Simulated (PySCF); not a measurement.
**SH: a composite coupled-cluster curve**

Aim: bond length, wavenumber and bond energy of SH near the limit of CCSD(T), built from two basis sets and small corrections.

Method: CCSD(T) on ROHF, no relativity in the base curves; scalar relativity is added as a correction; program: PySCF 2.14.0.

### 1 The job

```
molecule             : SH
state                : doublet, unpaired electrons π ↑
smaller basis        : H aug-cc-pVTZ, S aug-cc-pV(T+d)Z
larger basis         : H aug-cc-pVQZ, S aug-cc-pV(Q+d)Z
frozen core orbitals : 5
extrapolation        : correlation as n⁻³ (n = 3, 4), Hartree–Fock as (n+1)·exp(−9√n)
corrections          : core–valence correlation, scalar relativity
distances (Å)        : 1.1902, 1.2443, 1.2984, 1.3525, 1.4066, 1.4742, 1.5418
masses (u)           : 1.0078, 31.9721
dissociation limit   : H + S
```

Run with:

```bash
$ OMP_NUM_THREADS=4 python comp.py task.json out
```

### 2 Coupled cluster at each distance

The logs of the single runs were not kept.

Parts of the energy along the bond, in eV from H + S:

```
 R (Å)  HF/CBS  CCSD corr.      (T)  core–valence  relativity   total
1.1902  -2.300      -1.063  -0.0374       -0.0154      0.0068  -3.410
1.2443  -2.538      -1.073  -0.0404       -0.0119      0.0075  -3.656
1.2984  -2.645      -1.086  -0.0436       -0.0089      0.0078  -3.776
1.3525  -2.652      -1.101  -0.0472       -0.0065      0.0079  -3.800
1.4066  -2.583      -1.120  -0.0510       -0.0045      0.0077  -3.751
1.4742  -2.418      -1.146  -0.0563       -0.0025      0.0073  -3.615
1.5418  -2.190      -1.176  -0.0621       -0.0010      0.0068  -3.423
```

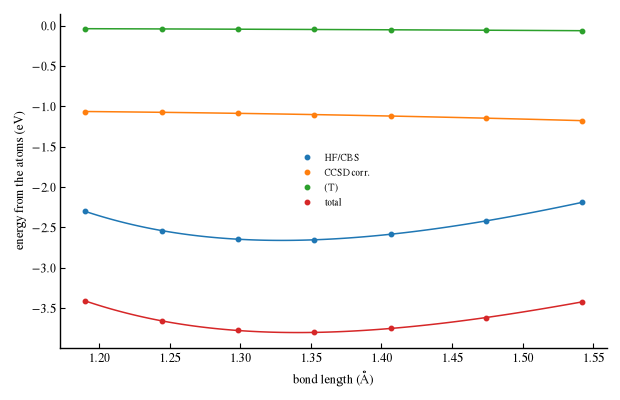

Mean field, correlation, triples and their sum against distance.

The whole job (state search and all levels along the bond) took 8.3 min on 4 threads of Intel Xeon 6975P-C (shared host), peak memory 16 GiB.

### 3 Constants step by step

```
                   level  Re (Å)  ωe (cm⁻¹)  ωexe (cm⁻¹)  αe (cm⁻¹)  De (eV)
CCSD(T)/aug-cc-pVTZ(-PP)  1.3435     2692.6         48.9      0.278    3.708
CCSD(T)/aug-cc-pVQZ(-PP)  1.3425     2700.1         48.7      0.277    3.764
                  HF/CBS  1.3293     2846.6         41.5      0.247    2.660
                 MP2/CBS  1.3357     2772.7         43.9      0.260    3.712
                CCSD/CBS  1.3398     2726.1         47.0      0.271    3.756
             CCSD(T)/CBS  1.3424     2702.9         48.2      0.276    3.802
          CCSD(T)/CBS+CV  1.3407     2706.6         48.3      0.277    3.809
       CCSD(T)/CBS+CV+SR  1.3407     2702.6         48.3      0.277    3.801
```

**Reading.** The last step gives Re = 1.3407 Å, ωe = 2702.6 cm⁻¹ and De = 3.801 eV; the smaller basis alone is off from it by +2.7 mÅ and -0.09 eV. Near the minimum the mean field binds by 2.65 eV and correlation adds 1.15 eV of binding. T1 is 0.017. Spin–orbit coupling and excitations beyond (T) are left out.
